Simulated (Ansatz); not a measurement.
## Electronic structure of ClH3OSi···HBr in real space

Input file:

```
crystal:
  periodic: [false, false, false]
  atoms:
    - {symbol: Si, position_ang: [-0.672715, 0.104729, -0.909965]}
    - {symbol: Br, position_ang: [2.203678, -1.483262, 2.156429]}
    - {symbol: H, position_ang: [-0.575449, 1.005302, -2.078697]}
    - {symbol: H, position_ang: [-0.267707, -1.281031, -1.201007]}
    - {symbol: Cl, position_ang: [-2.627988, 0.129861, -0.304740]}
    - {symbol: H, position_ang: [1.407533, -0.573034, 1.383017]}
    - {symbol: O, position_ang: [0.319916, 0.604651, 0.303790]}
    - {symbol: H, position_ang: [0.212732, 1.492785, 0.651274]}
basis:
  gaussian: {orbitals: def2-TZVPP}
hamiltonian: {xc: pbe0, dispersion: d4}
output: {orbitals: {seedname: orbitals}}
```

Command:

```sh
ansatz run in.yaml --threads 4 --pin off --events-out ev --progress --plain --max-ram 9574MiB
```

The product side of a reaction path; geometry: PBE0-D4/def2-TZVP.

These are results of Ansatz, RKS PBE0-D4/def2-TZVPP, not measurements.

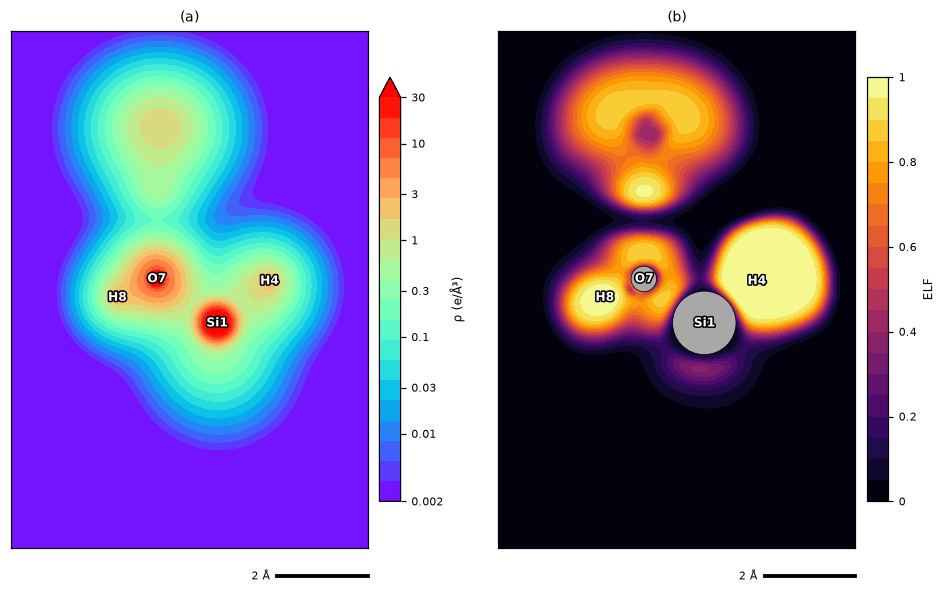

Figure 1. (a) electron density; (b) ELF on the plane of atoms H4, Si1 and O7. Grey discs cover the atomic cores in the ELF map.

Describe what can be read from this map.

Atoms in the plane: Si, H and O.
Si–O (1.65 Å): ρ at the midpoint is about 1.2 e/Å³; the ELF peaks at about 0.85 between the atoms; a shared but strongly polarised pair.
O–H (0.96 Å): ρ at the midpoint is about 3.8 e/Å³; the ELF climbs to about 1 towards the hydrogen, as it does in any bond to H (an ordinary covalent bond to hydrogen).
Si–H (1.47 Å): ρ at the midpoint is about 0.87 e/Å³; the ELF climbs to about 1 towards the hydrogen.
The ELF also peaks beside Br2, away from the bonds: lone-pair regions.

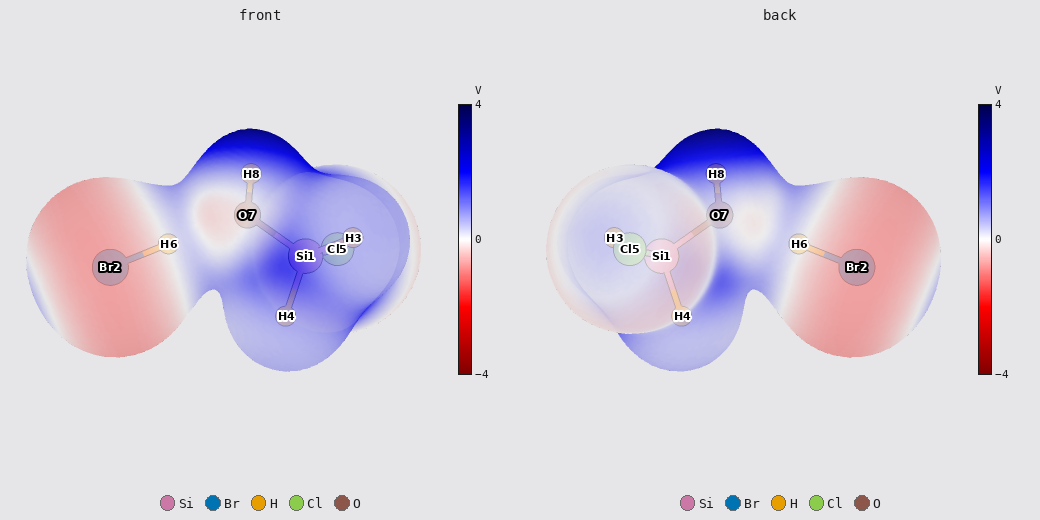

Figure 2. The electrostatic potential painted on the density surface at 0.002 e/bohr³, seen from the front and from behind; the colour scale runs from red (negative) to blue (positive).

Which sites attract a positive test charge, and which a negative one?

A positive charge is drawn to the negative regions and a negative charge to the positive ones. The most negative region (about −0.7 V) lies over Br2, the most positive (about +3.3 V) over H8. Br2 shows a σ-hole: about +0.4 V at the tip opposite its bond, against about −0.7 V on its flanks.

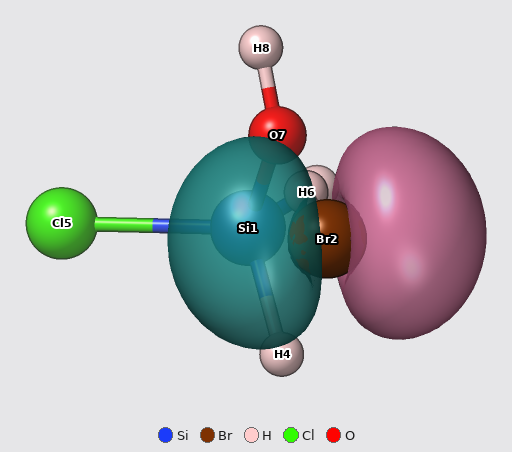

Figure 3. One frontier orbital at ±0.15 Å⁻³ᐟ² (teal and pink are the two phases), seen at an oblique angle.

Which orbital is it: HOMO or LUMO?

The HOMO, at −8.25 eV. Its weight (Hirshfeld) is mainly on Br2 (about 95 %); largely a lone pair of Br2.
